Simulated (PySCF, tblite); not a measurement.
# C2H5BF2O2Si: a rotation path, then NMR shifts on frames, part 2 of 2

tblite 0.8.0 and PySCF 2.14.0. Atoms count from 0. Earlier steps stand in the parts before.

## 5. NMR shieldings: image 4, PBE0/pcSseg-1

What the job is given:

```
{"job": {"kind": "nmr", "xc": "PBE0", "basis": "pcSseg-1", "pop": false}, "charge": 0, "multiplicity": 1}
O      0.278400    -0.771700     2.257800
C      0.057700    -0.737600     1.084200
C      1.108400    -1.048400     0.019100
B      1.749000     0.303100    -0.491100
F      1.110800     1.140800    -1.281100
F      2.953400     0.699600    -0.154400
O     -1.131700    -0.455500     0.582700
Si    -1.981200     0.817100    -0.007100
H      0.605000    -1.569800    -0.794600
H      1.861600    -1.692000     0.470100
H     -1.755100     1.972600     0.854800
H     -3.327300     0.270300     0.057900
H     -1.533500     1.072000    -1.373200
```

With the program's defaults for keys left out, this is: GIAO PBE0/pcSseg-1 NMR shielding, non-relativistic, gas phase.

The program printed:

```text
coarse grid: 12328 points
cycle   1  E = -742.9161175478  dE =  1.223e+00  |g| = 1.118e+00  |ddm| = 3.233e+00
cycle   2  E = -742.4838028338  dE =  4.323e-01  |g| = 1.921e+00  |ddm| = 1.867e+00
cycle   3  E = -743.1182559131  dE = -6.345e-01  |g| = 3.050e-01  |ddm| = 1.374e+00
cycle   4  E = -743.1345904794  dE = -1.633e-02  |g| = 8.720e-02  |ddm| = 2.332e-01
cycle   5  E = -743.1357030547  dE = -1.113e-03  |g| = 2.792e-02  |ddm| = 6.111e-02
cycle   6  E = -743.1358676877  dE = -1.646e-04  |g| = 4.987e-03  |ddm| = 2.040e-02
cycle   7  E = -743.1358719422  dE = -4.255e-06  |g| = 1.490e-03  |ddm| = 3.413e-03
final grid: 118040 points
cycle   8  E = -743.2105879160  dE = -4.148e-05  |g| = 1.310e-02  |ddm| = 2.024e-02
cycle   9  E = -743.2105294003  dE =  5.852e-05  |g| = 2.229e-02  |ddm| = 2.025e-02
cycle  10  E = -743.2106161524  dE = -8.675e-05  |g| = 2.655e-03  |ddm| = 1.369e-02
cycle  11  E = -743.2106173563  dE = -1.204e-06  |g| = 3.692e-04  |ddm| = 1.702e-03
cycle  12  E = -743.2106173774  dE = -2.111e-08  |g| = 1.301e-04  |ddm| = 2.943e-04
cycle  13  E = -743.2106173804  dE = -2.978e-09  |g| = 2.553e-05  |ddm| = 8.595e-05
cycle  14  E = -743.2106173805  dE = -9.095e-11  |g| = 7.780e-06  |ddm| = 1.844e-05
converged SCF energy = -743.2106173805

GIAO shielding tensors (ppm)
atom      isotropic    diamagn.    paramagn.     s11        s22        s33       span
  0 O     -173.329     400.542    -573.872   -497.996   -266.400    244.408    742.404
  1 C       19.074     249.966    -230.892    -88.604     70.803     75.024    163.628
  2 C      156.511     256.049     -99.538    137.887    145.267    186.378     48.490
  3 B       74.186     192.339    -118.153     56.789     79.821     85.949     29.161
  4 F      234.418     470.999    -236.581     62.158    279.770    361.327    299.168
  5 F      228.733     465.373    -236.640     52.979    280.942    352.278    299.299
  6 O      165.310     403.913    -238.603     48.642    180.045    267.241    218.599
  7 Si     388.196     880.113    -491.917    353.549    363.485    447.553     94.003
  8 H       29.214      31.572      -2.358     26.333     28.649     32.660      6.328
  9 H       29.181      29.410      -0.229     26.178     27.416     33.949      7.772
 10 H       26.614      29.790      -3.176     23.981     24.830     31.031      7.051
 11 H       26.693      29.017      -2.324     23.259     25.176     31.644      8.385
 12 H       26.298      30.359      -4.061     22.615     26.585     29.693      7.078
```

It took 59 s on 1 thread of Intel Xeon at 2.50GHz, shared host; peak memory 0.78 GiB.

Key values: δ C1 167.9, C2 30.4, O0 509.4, O6 170.8, H12 5.42, H10 5.10 ppm.

## 6. NMR shieldings: image 6, PBE0/pcSseg-1

What the job is given:

```
{"job": {"kind": "nmr", "xc": "PBE0", "basis": "pcSseg-1", "pop": false}, "charge": 0, "multiplicity": 1}
O      0.378800    -1.256100     2.238100
C      0.078900    -0.808400     1.170300
C      0.991900    -0.910100    -0.052400
B      1.730000     0.464500    -0.290700
F      1.110200     1.531100    -0.753100
F      3.004000     0.650800    -0.039900
O     -1.071700    -0.196300     0.976000
Si    -1.905200     0.697800    -0.121400
H      0.368200    -1.167800    -0.907600
H      1.705200    -1.709900     0.140400
H     -1.455300     2.075300     0.005800
H     -3.264200     0.449100     0.332000
H     -1.675200     0.180400    -1.472400
```

With the program's defaults for keys left out, this is: GIAO PBE0/pcSseg-1 NMR shielding, non-relativistic, gas phase.

The program printed:

```text
coarse grid: 12328 points
cycle   1  E = -742.9154326374  dE =  1.231e+00  |g| = 1.121e+00  |ddm| = 3.234e+00
cycle   2  E = -742.4457751324  dE =  4.697e-01  |g| = 1.965e+00  |ddm| = 1.953e+00
cycle   3  E = -743.1182691748  dE = -6.725e-01  |g| = 3.168e-01  |ddm| = 1.465e+00
cycle   4  E = -743.1358187410  dE = -1.755e-02  |g| = 9.144e-02  |ddm| = 2.425e-01
cycle   5  E = -743.1370266948  dE = -1.208e-03  |g| = 3.034e-02  |ddm| = 6.437e-02
cycle   6  E = -743.1372186797  dE = -1.920e-04  |g| = 5.526e-03  |ddm| = 2.215e-02
cycle   7  E = -743.1372237338  dE = -5.054e-06  |g| = 1.783e-03  |ddm| = 3.703e-03
final grid: 118040 points
cycle   8  E = -743.2126516373  dE = -4.511e-05  |g| = 1.310e-02  |ddm| = 2.267e-02
cycle   9  E = -743.2125949353  dE =  5.670e-05  |g| = 2.207e-02  |ddm| = 2.031e-02
cycle  10  E = -743.2126796464  dE = -8.471e-05  |g| = 2.600e-03  |ddm| = 1.367e-02
cycle  11  E = -743.2126807971  dE = -1.151e-06  |g| = 4.112e-04  |ddm| = 1.707e-03
cycle  12  E = -743.2126808238  dE = -2.669e-08  |g| = 1.370e-04  |ddm| = 3.182e-04
cycle  13  E = -743.2126808270  dE = -3.157e-09  |g| = 3.040e-05  |ddm| = 8.920e-05
cycle  14  E = -743.2126808271  dE = -1.301e-10  |g| = 8.395e-06  |ddm| = 2.101e-05
converged SCF energy = -743.2126808271

GIAO shielding tensors (ppm)
atom      isotropic    diamagn.    paramagn.     s11        s22        s33       span
  0 O     -161.136     399.217    -560.353   -479.839   -241.045    237.477    717.316
  1 C       23.283     248.358    -225.075    -82.814     72.238     80.426    163.241
  2 C      160.032     258.108     -98.076    138.472    156.565    185.058     46.586
  3 B       74.428     192.703    -118.275     57.133     79.496     86.654     29.521
  4 F      236.666     471.165    -234.499     65.030    283.470    361.498    296.468
  5 F      228.453     465.183    -236.730     52.419    284.569    348.371    295.951
  6 O      155.733     400.025    -244.292    -19.264    233.590    252.874    272.138
  7 Si     387.654     879.776    -492.122    351.847    366.956    444.160     92.313
  8 H       29.249      33.189      -3.940     26.106     29.306     32.336      6.230
  9 H       29.183      30.029      -0.846     25.921     27.474     34.154      8.232
 10 H       26.508      29.813      -3.305     23.203     25.723     30.598      7.395
 11 H       26.673      28.769      -2.096     22.934     25.251     31.835      8.900
 12 H       26.500      30.500      -4.000     23.895     25.806     29.799      5.903
```

It took 52 s on 1 thread of Intel Xeon at 2.50GHz, shared host; peak memory 0.78 GiB.

Key values: δ C1 163.6, C2 26.9, O0 497.2, O6 180.3, H12 5.22, H10 5.21 ppm.

## 7. Shielding tensors: image 8, PBE0/pcSseg-1

What the job is given:

```
{"job": {"kind": "nmr", "xc": "PBE0", "basis": "pcSseg-1", "pop": false}, "charge": 0, "multiplicity": 1}
O      0.352600    -1.479900     2.037400
C      0.086900    -0.849800     1.056600
C      1.015300    -0.778000    -0.156500
B      1.830100     0.573300    -0.070500
F      1.323500     1.734000    -0.429900
F      3.053600     0.642000     0.396300
O     -1.024500    -0.143500     0.968300
Si    -1.988400     0.571000    -0.155400
H      0.403100    -0.823700    -1.056100
H      1.679600    -1.639800    -0.108700
H     -1.289300     1.662100    -0.823300
H     -3.087700     0.994200     0.693500
H     -2.359000    -0.461500    -1.126600
```

Level: GIAO PBE0/pcSseg-1 NMR shielding, non-relativistic, gas phase.

The program printed:

```text
coarse grid: 12328 points
cycle   1  E = -742.9133310915  dE =  1.228e+00  |g| = 1.123e+00  |ddm| = 3.234e+00
cycle   2  E = -742.4388880931  dE =  4.744e-01  |g| = 1.974e+00  |ddm| = 1.955e+00
cycle   3  E = -743.1175063915  dE = -6.786e-01  |g| = 3.166e-01  |ddm| = 1.469e+00
cycle   4  E = -743.1350226880  dE = -1.752e-02  |g| = 9.181e-02  |ddm| = 2.425e-01
cycle   5  E = -743.1362410889  dE = -1.218e-03  |g| = 3.032e-02  |ddm| = 6.440e-02
cycle   6  E = -743.1364329267  dE = -1.918e-04  |g| = 5.557e-03  |ddm| = 2.216e-02
cycle   7  E = -743.1364380555  dE = -5.129e-06  |g| = 1.778e-03  |ddm| = 3.709e-03
final grid: 118040 points
cycle   8  E = -743.2118688885  dE = -4.357e-05  |g| = 1.257e-02  |ddm| = 1.947e-02
cycle   9  E = -743.2118168443  dE =  5.204e-05  |g| = 2.116e-02  |ddm| = 1.935e-02
cycle  10  E = -743.2118947014  dE = -7.786e-05  |g| = 2.461e-03  |ddm| = 1.303e-02
cycle  11  E = -743.2118957301  dE = -1.029e-06  |g| = 3.804e-04  |ddm| = 1.607e-03
cycle  12  E = -743.2118957531  dE = -2.307e-08  |g| = 1.307e-04  |ddm| = 3.055e-04
cycle  13  E = -743.2118957560  dE = -2.827e-09  |g| = 2.806e-05  |ddm| = 8.341e-05
cycle  14  E = -743.2118957561  dE = -1.137e-10  |g| = 7.786e-06  |ddm| = 1.979e-05
converged SCF energy = -743.2118957561

GIAO shielding tensors (ppm)
atom      isotropic    diamagn.    paramagn.     s11        s22        s33       span
  0 O     -163.830     399.276    -563.106   -485.334   -247.437    241.282    726.615
  1 C       22.476     248.375    -225.899    -83.491     72.101     78.817    162.308
  2 C      157.798     258.375    -100.577    138.507    150.081    184.807     46.300
  3 B       74.607     192.596    -117.989     58.209     79.665     85.947     27.738
  4 F      233.315     470.517    -237.202     62.471    278.713    358.762    296.291
  5 F      229.277     465.026    -235.749     52.074    282.447    353.308    301.234
  6 O      159.265     400.176    -240.911    -10.862    233.438    255.218    266.080
  7 Si     389.663     880.046    -490.383    349.782    368.886    450.322    100.540
  8 H       29.555      33.805      -4.250     26.619     29.624     32.423      5.804
  9 H       29.157      30.229      -1.073     26.250     27.181     34.039      7.789
 10 H       26.289      30.299      -4.010     22.334     26.908     29.627      7.293
 11 H       26.684      28.866      -2.182     22.986     25.254     31.812      8.826
 12 H       26.605      29.738      -3.133     23.689     25.087     31.039      7.350
```

Run time: 48 s. Hardware: 1 thread of Intel Xeon at 2.50GHz, shared host; peak memory 0.77 GiB.

In short: δ C1 164.4, C2 29.1, O0 499.9, O6 176.8, H10 5.43, H12 5.11 ppm.

## 8. Comparing the runs: NMR shifts

Shifts (ppm) of some atoms, chosen among heavy atoms and hydrogens apart, with basis size and wall time:

| frame | C1 | C2 | H12 | H11 | O0 | O6 | F4 | functions | time |
| --- | --- | --- | --- | --- | --- | --- | --- | --- | --- |
| image 0 | 173.6 | 28.6 | 4.90 | 4.58 | 465.2 | 190.0 | -66.4 | 168 | 65 s |
| image 2 | 171.4 | 30.3 | 4.94 | 4.79 | 483.6 | 173.7 | -66.2 | 168 | 53 s |
| image 4 | 167.9 | 30.4 | 5.42 | 5.02 | 509.4 | 170.8 | -63.5 | 168 | 59 s |
| image 6 | 163.6 | 26.9 | 5.22 | 5.04 | 497.2 | 180.3 | -65.7 | 168 | 52 s |
| image 8 | 164.4 | 29.1 | 5.11 | 5.03 | 499.9 | 176.8 | -62.4 | 168 | 48 s |

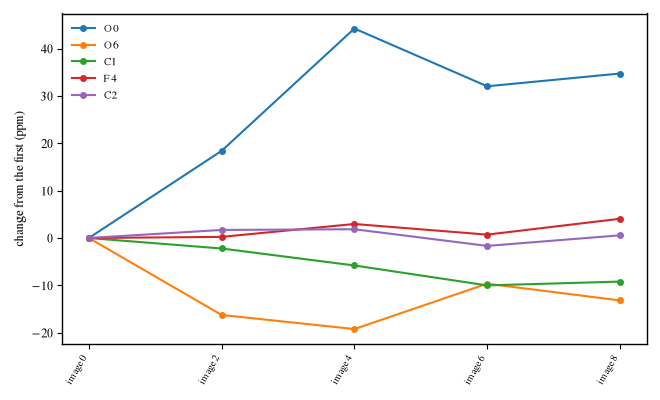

How five of the tabulated atoms move from run to run.

## 9. Results

This closing draws on all 2 parts.

| quantity | value |
| --- | --- |
| barrier | 0.161 eV (3.7 kcal/mol) at image 4 |
| end to end (GFN2-xTB) | 0.137 eV |
| 13C shifts against TMS (PBE0/pcSseg-1, image 0) | 173.6, 28.6 ppm |
| 1H shifts against TMS (PBE0/pcSseg-1, image 0) | 5.00, 4.90, 4.58, 2.55, 2.30 ppm |
| 17O shifts against H2O (PBE0/pcSseg-1, image 0) | 465.2, 190.0 ppm |
| 11B shifts against BF3·OEt2 (PBE0/pcSseg-1, image 0) | 25.8 ppm |
| 19F shifts against CFCl3 (PBE0/pcSseg-1, image 0) | -58.6, -66.4 ppm |
| 29Si shifts against TMS (PBE0/pcSseg-1, image 0) | -38.3 ppm |
| range of the shift of O0 | 465.2 to 509.4 ppm |

In words: Along the band the dihedral turns by 195°, and the top (dihedral -86°) lies 3.7 kcal/mol above the start (GFN2-xTB, rough), so at room temperature this motion is fast. The top was not checked by a frequency run. Shifts at one fixed geometry are not the observed spectrum, which averages over the motion. In the first frame run (image 0): The widest tensor belongs to O0: span 657 ppm, with a paramagnetic part of -532 ppm. Across the 5 runs the shift of O0 moves most, between 465.2 (image 0) and 509.4 ppm (image 4).
